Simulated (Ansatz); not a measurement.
FSSi₂ (SMILES F[Si]1=[Si-]S1) (charge −1)

```yaml
atoms:
  - { symbol: F, position_ang: [-1.1637, -2.5541, -0.7779] }
  - { symbol: S, position_ang: [1.7312, -2.9032, -1.9701] }
  - { symbol: Si, position_ang: [-0.5643, -2.8257, -2.3911] }
  - { symbol: Si, position_ang: [1.0077, -0.9566, -2.4808] }
```

Geometry: B3LYP-D3(BJ)/def2-SVPD.

All numbers below come from Ansatz, isolated molecule in a Gaussian basis; Kohn-Sham density functional theory, functional PBE0.

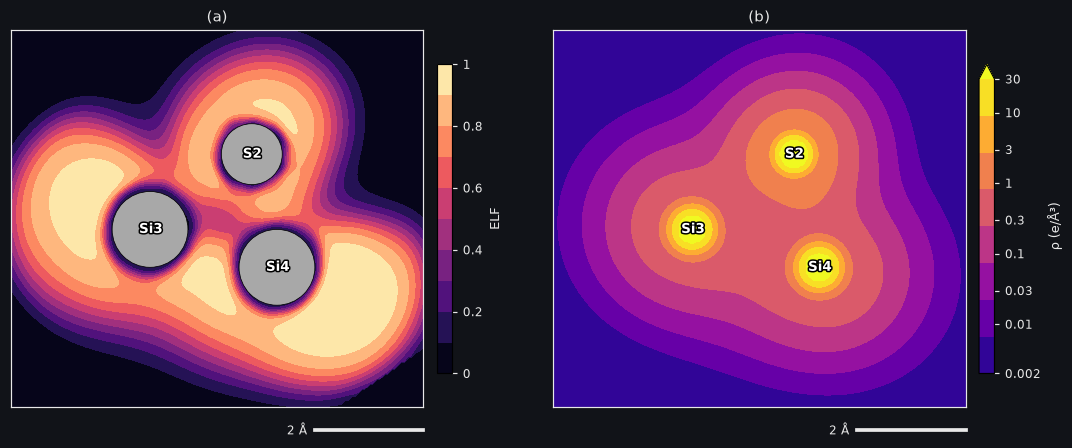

Figure 1. (a) electron localisation function; (b) total electron density on the plane of atoms S2, Si4 and Si3. Grey discs cover the atomic cores in the ELF map.

> Interpret the plot.

The section cuts through S and Si sites.
Si–S (2.14 Å): ρ is about 0.77 e/Å³ halfway; the ELF peaks at about 0.85 between the atoms, as expected for localised, covalent bonding.
Si–Si (2.44 Å): ρ is about 0.49 e/Å³ halfway; the ELF peaks at about 0.85 between the atoms: a covalent bond.
Si–S (2.34 Å): the density is about 0.55 e/Å³ at the midpoint, with its minimum of 0.46 e/Å³ about 0.9 Å from Si; the ELF peaks at about 0.85 between the atoms, as expected for localised, covalent bonding.
The ELF also peaks beside Si4, Si3 and S2, away from the bonds: lone-pair regions.

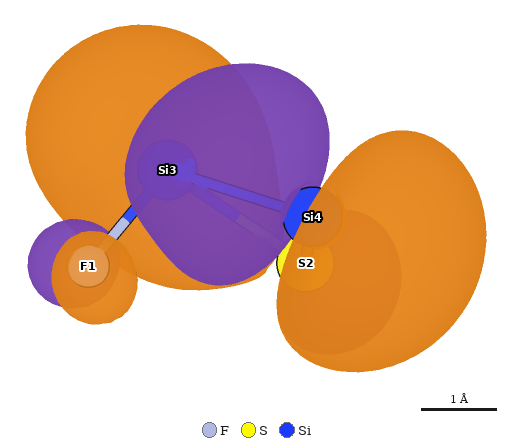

Figure 2. The HOMO at ±0.06 Å⁻³ᐟ² (orange and purple are the two phases), seen from one side.

> What is the character of this orbital?

By Hirshfeld shares it lies mainly on Si4 (about 45 %), Si3 (about 45 %) and S2 (about 10 %). Its energy is −0.58 eV.

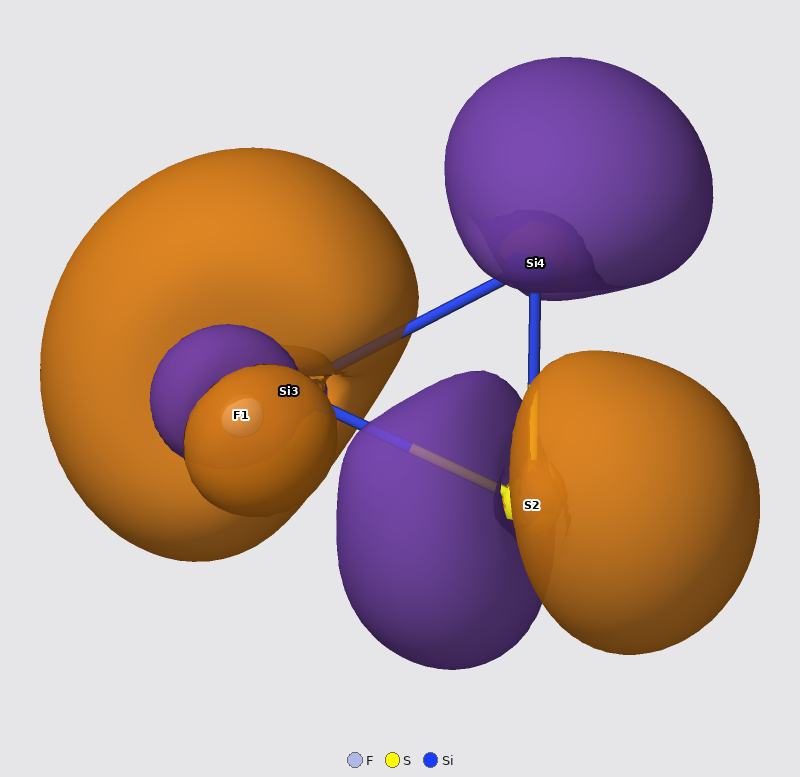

Figure 3. The HOMO−1 at ±0.06 Å⁻³ᐟ² (orange and purple are the two phases), seen at a tilt.

> Describe this orbital and give its energy.

It lies mainly on Si3 (about 45 %), S2 (about 35 %) and Si4 (about 15 %). Its energy is −1.94 eV.
